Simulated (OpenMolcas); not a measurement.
**CH$_{5}$GaO: single-point calculation (part 3 of 3)**

The same run, continued: CH$_{5}$GaO, SMILES C[O][GaH2]; CASSCF/ANO-RCC-VDZP, DKH2 (OpenMolcas 26.06). The run did not end well. The geometry comes from this level: PBE0-D4/def2-TZVP.

Geometry of the input (Å):
```
C  -0.6168  0.9726  -0.4229
O  -0.7053  -0.2735  0.2135
Ga 0.7032  -1.3020  0.5793
H  -1.2002  0.9620  -1.3506
H  0.4142  1.2562  -0.6766
H  -1.0306  1.7542  0.2243
H  2.0939  -0.7328  0.1429
H  0.3417  -2.6367  1.2901
```

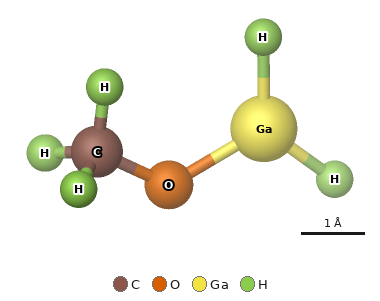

*The input geometry (ball-and-stick view, seen at a tilt). Sticks mark near contacts.*

The program's output, continued:
```
      133   1    9    1   -57.71408758   -1.61E-03* -1.67E-01*  25  33 1 -1.23E-02*  0.00   2.50    LS   YES    0:00:00
      134   1    9    1   -57.71573656   -1.65E-03* -3.54E-01*  25  33 1 -1.27E-02*  0.00   2.50    QN   YES    0:00:00
      135   1   10    1   -57.71247405    3.26E-03* -1.93E-01*  25  33 1 -1.09E-02*  0.00  -0.50    LS   YES    0:00:00
      136   1    9    1   -57.71408679   -1.61E-03* -1.67E-01*  25  33 1 -1.23E-02*  0.00   2.50    LS   YES    0:00:00
      137   1    9    1   -57.71573661   -1.65E-03* -3.54E-01*  25  33 1 -1.27E-02*  0.00   2.50    QN   YES    0:00:00
      138   1   10    1   -57.71247575    3.26E-03* -1.93E-01*  25  33 1 -1.09E-02*  0.00  -0.50    LS   YES    0:00:00
      139   1    9    1   -57.71408763   -1.61E-03* -1.67E-01*  25  33 1 -1.23E-02*  0.00   2.50    LS   YES    0:00:00
      140   1    9    1   -57.71573656   -1.65E-03* -3.54E-01*  25  33 1 -1.27E-02*  0.00   2.50    QN   YES    0:00:00
      141   1   10    1   -57.71247394    3.26E-03* -1.93E-01*  25  33 1 -1.09E-02*  0.00  -0.50    LS   YES    0:00:00
      142   1    9    1   -57.71408674   -1.61E-03* -1.67E-01*  25  33 1 -1.23E-02*  0.00   2.50    LS   YES    0:00:00
      143   1    9    1   -57.71573662   -1.65E-03* -3.54E-01*  25  33 1 -1.27E-02*  0.00   2.50    QN   YES    0:00:00
      144   1   10    1   -57.71247587    3.26E-03* -1.93E-01*  25  33 1 -1.09E-02*  0.00  -0.50    LS   YES    0:00:00
      145   1    9    1   -57.71408769   -1.61E-03* -1.67E-01*  25  33 1 -1.23E-02*  0.00   2.50    LS   YES    0:00:00
      146   1    9    1   -57.71573656   -1.65E-03* -3.54E-01*  25  33 1 -1.27E-02*  0.00   2.50    QN   YES    0:00:00
      147   1   10    1   -57.71247382    3.26E-03* -1.93E-01*  25  33 1 -1.09E-02*  0.00  -0.50    LS   YES    0:00:00
      148   1    9    1   -57.71408667   -1.61E-03* -1.67E-01*  25  33 1 -1.23E-02*  0.00   2.50    LS   YES    0:00:00
      149   1    9    1   -57.71573662   -1.65E-03* -3.54E-01*  25  33 1 -1.27E-02*  0.00   2.50    QN   YES    0:00:00
      150   1   10    1   -57.71247600    3.26E-03* -1.93E-01*  25  33 1 -1.09E-02*  0.00  -0.50    LS   YES    0:00:00
      151   1    9    1   -57.71408775   -1.61E-03* -1.67E-01*  25  33 1 -1.23E-02*  0.00   2.50    LS   YES    0:00:00
      152   1    9    1   -57.71573655   -1.65E-03* -3.54E-01*  25  33 1 -1.27E-02*  0.00   2.50    QN   YES    0:00:00
      153   1   10    1   -57.71247368    3.26E-03* -1.93E-01*  25  33 1 -1.09E-02*  0.00  -0.50    LS   YES    0:00:00
      154   1    9    1   -57.71408660   -1.61E-03* -1.67E-01*  25  33 1 -1.23E-02*  0.00   2.50    LS   YES    0:00:00
      155   1    9    1   -57.71573663   -1.65E-03* -3.54E-01*  25  33 1 -1.27E-02*  0.00   2.50    QN   YES    0:00:00
      156   1   10    1   -57.71247615    3.26E-03* -1.93E-01*  25  33 1 -1.09E-02*  0.00  -0.50    LS   YES    0:00:00
      157   1    9    1   -57.71408783   -1.61E-03* -1.67E-01*  25  33 1 -1.23E-02*  0.00   2.50    LS   YES    0:00:00
      158   1    9    1   -57.71573655   -1.65E-03* -3.54E-01*  25  33 1 -1.27E-02*  0.00   2.50    QN   YES    0:00:00
      159   1   10    1   -57.71247351    3.26E-03* -1.93E-01*  25  33 1 -1.09E-02*  0.00  -0.50    LS   YES    0:00:00
      160   1    9    1   -57.71408652   -1.61E-03* -1.67E-01*  25  33 1 -1.23E-02*  0.00   2.50    LS   YES    0:00:00
      161   1    9    1   -57.71573663   -1.65E-03* -3.54E-01*  25  33 1 -1.27E-02*  0.00   2.50    QN   YES    0:00:00
      162   1   10    1   -57.71247631    3.26E-03* -1.93E-01*  25  33 1 -1.09E-02*  0.00  -0.50    LS   YES    0:00:00
      163   1    9    1   -57.71408791   -1.61E-03* -1.67E-01*  25  33 1 -1.23E-02*  0.00   2.50    LS   YES    0:00:00
      164   1    9    1   -57.71573654   -1.65E-03* -3.54E-01*  25  33 1 -1.27E-02*  0.00   2.50    QN   YES    0:00:00
      165   1   10    1   -57.71247333    3.26E-03* -1.93E-01*  25  33 1 -1.09E-02*  0.00  -0.50    LS   YES    0:00:00
      166   1    9    1   -57.71408643   -1.61E-03* -1.67E-01*  25  33 1 -1.23E-02*  0.00   2.50    LS   YES    0:00:00
      167   1    9    1   -57.71573664   -1.65E-03* -3.54E-01*  25  33 1 -1.27E-02*  0.00   2.50    QN   YES    0:00:00
      168   1   10    1   -57.71247651    3.26E-03* -1.93E-01*  25  33 1 -1.09E-02*  0.00  -0.50    LS   YES    0:00:00
      169   1    9    1   -57.71408801   -1.61E-03* -1.67E-01*  25  33 1 -1.23E-02*  0.00   2.50    LS   YES    0:00:00
      170   1    9    1   -57.71573654   -1.65E-03* -3.54E-01*  25  33 1 -1.27E-02*  0.00   2.50    QN   YES    0:00:00
      171   1   10    1   -57.71247312    3.26E-03* -1.93E-01*  25  33 1 -1.09E-02*  0.00  -0.50    LS   YES    0:00:00
      172   1    9    1   -57.71408633   -1.61E-03* -1.67E-01*  25  33 1 -1.23E-02*  0.00   2.50    LS   YES    0:00:00
      173   1    9    1   -57.71573665   -1.65E-03* -3.54E-01*  25  33 1 -1.27E-02*  0.00   2.50    QN   YES    0:00:00
      174   1   10    1   -57.71247672    3.26E-03* -1.93E-01*  25  33 1 -1.09E-02*  0.00  -0.50    LS   YES    0:00:00
      175   1    9    1   -57.71408812   -1.61E-03* -1.67E-01*  25  33 1 -1.23E-02*  0.00   2.50    LS   YES    0:00:00
      176   1    9    1   -57.71573653   -1.65E-03* -3.54E-01*  25  33 1 -1.27E-02*  0.00   2.50    QN   YES    0:00:00
      177   1   10    1   -57.71247288    3.26E-03* -1.93E-01*  25  33 1 -1.09E-02*  0.00  -0.50    LS   YES    0:00:00
      178   1    9    1   -57.71408622   -1.61E-03* -1.67E-01*  25  33 1 -1.23E-02*  0.00   2.50    LS   YES    0:00:00
      179   1    9    1   -57.71573666   -1.65E-03* -3.54E-01*  25  33 1 -1.27E-02*  0.00   2.50    QN   YES    0:00:00
      180   1   10    1   -57.71247697    3.26E-03* -1.93E-01*  25  33 1 -1.09E-02*  0.00  -0.50    LS   YES    0:00:00
      181   1    9    1   -57.71408824   -1.61E-03* -1.67E-01*  25  33 1 -1.23E-02*  0.00   2.50    LS   YES    0:00:00
      182   1    9    1   -57.71573653   -1.65E-03* -3.54E-01*  25  33 1 -1.27E-02*  0.00   2.50    QN   YES    0:00:00
      183   1   10    1   -57.71247261    3.26E-03* -1.93E-01*  25  33 1 -1.09E-02*  0.00  -0.50    LS   YES    0:00:00
      184   1    9    1   -57.71408608   -1.61E-03* -1.67E-01*  25  33 1 -1.23E-02*  0.00   2.50    LS   YES    0:00:00
      185   1    9    1   -57.71573667   -1.65E-03* -3.54E-01*  25  33 1 -1.27E-02*  0.00   2.50    QN   YES    0:00:00
      186   1   10    1   -57.71247725    3.26E-03* -1.93E-01*  25  33 1 -1.09E-02*  0.00  -0.50    LS   YES    0:00:00
      187   1    9    1   -57.71408838   -1.61E-03* -1.67E-01*  25  33 1 -1.23E-02*  0.00   2.50    LS   YES    0:00:00
      188   1    9    1   -57.71573652   -1.65E-03* -3.54E-01*  25  33 1 -1.27E-02*  0.00   2.50    QN   YES    0:00:00
      189   1   10    1   -57.71247230    3.26E-03* -1.93E-01*  25  33 1 -1.09E-02*  0.00  -0.50    LS   YES    0:00:00
      190   1    9    1   -57.71408593   -1.61E-03* -1.67E-01*  25  33 1 -1.23E-02*  0.00   2.50    LS   YES    0:00:00
      191   1    9    1   -57.71573668   -1.65E-03* -3.54E-01*  25  33 1 -1.27E-02*  0.00   2.50    QN   YES    0:00:00
      192   1   10    1   -57.71247757    3.26E-03* -1.93E-01*  25  33 1 -1.09E-02*  0.00  -0.50    LS   YES    0:00:00
      193   1    9    1   -57.71408854   -1.61E-03* -1.67E-01*  25  33 1 -1.23E-02*  0.00   2.50    LS   YES    0:00:00
      194   1    9    1   -57.71573651   -1.65E-03* -3.54E-01*  25  33 1 -1.27E-02*  0.00   2.50    QN   YES    0:00:00
      195   1   10    1   -57.71247195    3.26E-03* -1.93E-01*  25  33 1 -1.09E-02*  0.00  -0.50    LS   YES    0:00:00
      196   1    9    1   -57.71408576   -1.61E-03* -1.67E-01*  25  33 1 -1.23E-02*  0.00   2.50    LS   YES    0:00:00
      197   1    9    1   -57.71573670   -1.65E-03* -3.54E-01*  25  33 1 -1.27E-02*  0.00   2.50    QN   YES    0:00:00
      198   1   10    1   -57.71247793    3.26E-03* -1.93E-01*  25  33 1 -1.09E-02*  0.00  -0.50    LS   YES    0:00:00
      199   1    9    1   -57.71408872   -1.61E-03* -1.67E-01*  25  33 1 -1.23E-02*  0.00   2.50    LS   YES    0:00:00
      200   1    9    1   -57.71573651   -1.65E-03* -3.54E-01*  25  33 1 -1.27E-02*  0.00   2.50    QN   YES    0:00:00
      No convergence after200 iterations
      201   1    9    1   -57.71247155    3.26E-03* -3.54E-01*  25  33 1 -1.09E-02*  0.00   2.50    QN   YES    0:00:00

      ************************************************************************************************************************
                                                      Wave function printout:
                       occupation of active orbitals, and spin coupling of open shells (u,d: Spin up or down)
      ************************************************************************************************************************

      Note: transformation to natural orbitals
      has been made, which may change the order of the CSFs.

      printout of CI-coefficients larger than  0.05 for root  1
      energy=   -2057.712472
      conf/sym  11     Coeff  Weight
             1  20   0.99598 0.99198
             3  02  -0.08958 0.00802

      Natural orbitals and occupation numbers for root  1
      sym 1:   1.983951   0.016049

      ************************************************************************************************************************
      *                                                    Final results                                                     *
      ************************************************************************************************************************

++    Final optimization conditions:
      ------------------------------

      Average CI energy                           -2057.71247155
      RASSCF energy for state  1                  -2057.71247155
      Super-CI energy                                -0.00099709
      RASSCF energy change                            0.00326496
      Max change in MO coefficients               3.057E-01
      Max non-diagonal density matrix element    -3.542E-01
      Maximum BLB matrix element                 -1.089E-02
      (orbital pair  25,  33 in symmetry   1)
      Norm of electronic gradient            2.058E-02
--

      Final state energy(ies):
      ------------------------

::    RASSCF root number  1 Total energy:  -2057.71247155
      Von Neumann Entropy (Root   1) =  0.06739

      Mulliken population analysis for root number:  1
      -----------------------------------------------

++    Molecular charges:
      ------------------

      Mulliken charges per centre
      ---------------------------

                C1      O2      GA3     H4      H5      H6      H7      H8
      Total    6.2975  8.6618 30.3017  0.8430  0.8646  0.8430  1.1002  1.0883

      N-E     -0.2975 -0.6618  0.6983  0.1570  0.1354  0.1570 -0.1002 -0.0883

      Total electronic charge=   50.000000

      Total            charge=   -0.000000
--

      Expectation values of various properties for root number:  1
      -----------------------------------------------------------

++    Molecular properties:
      ---------------------

      Charge (e):
                      =   -0.0000
      Dipole Moment (debye):
      Origin of the operator (angstrom)=    0.2983   -0.8026    0.3717
                   X=  1.4144E+00               Y=  3.3148E-01               Z= -3.1914E-01           Total=  1.4874E+00
      Quadrupole Moment (debye*angstrom):
      Origin of the operator (angstrom)=    0.2983   -0.8026    0.3717
                  XX= -3.7912E+01              XY= -3.9742E-01              XZ=  1.0263E+00              YY= -3.3298E+01
                  YZ=  1.5798E+00              ZZ= -3.1151E+01
      In traceless form (debye*angstrom)
                  XX= -5.6880E+00              XY= -5.9612E-01              XZ=  1.5395E+00              YY=  1.2337E+00
                  YZ=  2.3697E+00              ZZ=  4.4543E+00
--

      LoProp population analysis for root number:  1
      -----------------------------------------------

++    LoProp analysis:
      ----------------

++    Static properties:
      ------------------

      LoProp Charges per center

                   C1       O2       GA3      H4       H5       H6       H7       H8
      Nuclear      6.0000   8.0000  31.0000   1.0000   1.0000   1.0000   1.0000   1.0000
      Electronic  -6.1574  -8.4815 -30.4998  -0.9023  -0.9134  -0.9023  -1.0774  -1.0659

      Total       -0.1574  -0.4815   0.5002   0.0977   0.0866   0.0977  -0.0774  -0.0659
--

      Natural Bond Order analysis for root number:  1

++    Natural Bond Order analysis
      ---------------------------
      Based on LoProp computed density
      -------------------------------------------------------------------------------------
      Atom A       Atom B       Bond Order
      -------------------------------------------------------------------------------------
      NBO located      0.996 non-bonded electrons on atom C1
      NBO located      0.999 non-bonded electrons on atom O2
      NBO located      1.005 non-bonded electrons on atom GA3
      NBO located      1.003 non-bonded electrons on atom GA3
      NBO located      0.997 non-bonded electrons on atom GA3
      NBO located      0.998 non-bonded electrons on atom GA3
      NBO located      1.001 non-bonded electrons on atom GA3
      NBO located      0.999 non-bonded electrons on atom GA3
      NBO located      0.999 non-bonded electrons on atom GA3
      NBO located      1.000 non-bonded electrons on atom GA3
      NBO located      1.000 non-bonded electrons on atom GA3
      NBO located      1.000 non-bonded electrons on atom GA3
      NBO located      1.000 non-bonded electrons on atom GA3
      NBO located      1.000 non-bonded electrons on atom GA3
      NBO located      1.000 non-bonded electrons on atom GA3
      The remaining   12.086 electrons are to be considered as diffuse
--

--

      Average orbitals are written to the RASORB file
      Natural orbitals for root   1 are written to the RASORB.1 file
      Spin density orbitals for root   1 are written to the SPDORB.1 file

--- Stop Module: rasscf /rc=_RC_NOT_CONVERGED_ ---
--- Module rasscf spent 5 seconds ---

.#######################.
.# Convergence problem #.
.#######################.

    Timing: Wall=8.06 User=6.88 System=1.15
```

What the run reported:

- outcome: not converged
- basis functions: 33
- wall time: 8.4 s
- peak memory: 0.41 GiB

What went wrong:

The run did not converge. Its last values are not results. Further notes kept with the run: an active orbital turned away from the chosen space.
